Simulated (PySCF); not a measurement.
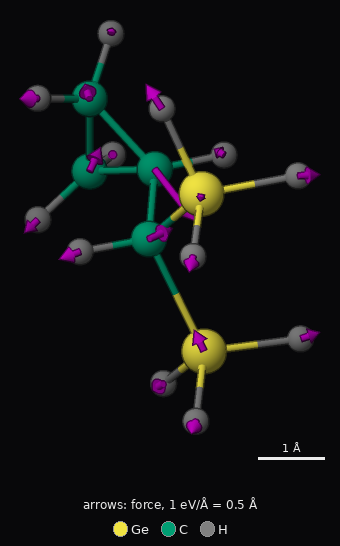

Starting geometry of C4H12Ge2 with the computed forces as purple arrows. Style: ball-and-stick. Shown from a free direction.

The start comes from GFN2-xTB. Its atoms were then displaced at random by about 0.01 Å.

Computed with PBE0-D3(BJ)/def2-SVP geometry optimisation, gas phase in PySCF. 

> What follows when this structure is relaxed?

It isn't relaxed: the largest force vector, on a C atom, is 2.21 eV/Å. The final displacements follow the starting forces only in part (cosine between the two patterns 0.54). An H atom moves most after the best rigid fit: 0.081 Å. Largest moves by element: H 0.081 Å, Ge 0.044 Å, C 0.034 Å. Near-neighbour distances that change, for instance: C–C 1.465 → 1.502 Å, Ge–H 1.505 → 1.542 Å, C–C 1.538 → 1.513 Å, C–H 1.082 → 1.104 Å. Bond angles that change, for instance: H–Ge–H 105.4° → 108.8°, C–C–H 110.7° → 114.2°, C–C–H 118.5° → 115.3°. The energy falls by 0.190 eV in 4 geometry steps.
